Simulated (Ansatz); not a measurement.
Starting cell, HfO2 (fluorite):

```yaml
crystal:
  lattice:
    - [0.00000, 2.54880, 2.54880]
    - [2.54880, 0.00000, 2.54880]
    - [2.54880, 2.54880, 0.00000]
  atoms:
    - { symbol: Hf, position: [0.00000, 0.00000, 0.00000] }
    - { symbol: O, position: [0.25000, 0.25000, 0.25000] }
    - { symbol: O, position: [0.75000, 0.75000, 0.75000] }
```

In this cell atom 2 (O, nearest neighbour Hf at 2.207 Å; its periodic images, 3.6 Å or more away, move with it) is moved by s along Cartesian [111], unit vector (0.577, 0.577, 0.577); all other atoms and the cell stay fixed.

Computed with PBE (plane waves to 420 eV, PAW, scalar-relativistic; Ansatz, an electronic-structure program). k mesh 9×9×9 (Γ-centred), Fermi-Dirac smearing 0.05 eV. The energy includes the smearing's −TS. HfO2 is run without spin polarisation. HfO2 was relaxed with its symmetry unable to fall. Spin-orbit coupling is left out, though Hf is heavy. This is a high-temperature form of HfO2. ΔE is measured from the undisplaced structure.

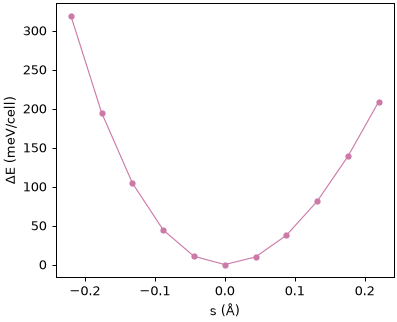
*ΔE (meV/cell) against s (Å); one marker a computed point.*

**Question.** Is the energy the same for displacements of ±0.220 Å, and if not, which side lies higher?

**Answer.** Not even: the negative side lies higher at ±0.220 Å.

**Question.** What is the energy change at s = 0.220 Å?

**Answer.** About 210 meV/cell.

(A displaced cell: forces are minus the slopes of the energy, force constants its curvatures, and phonons follow from these.)
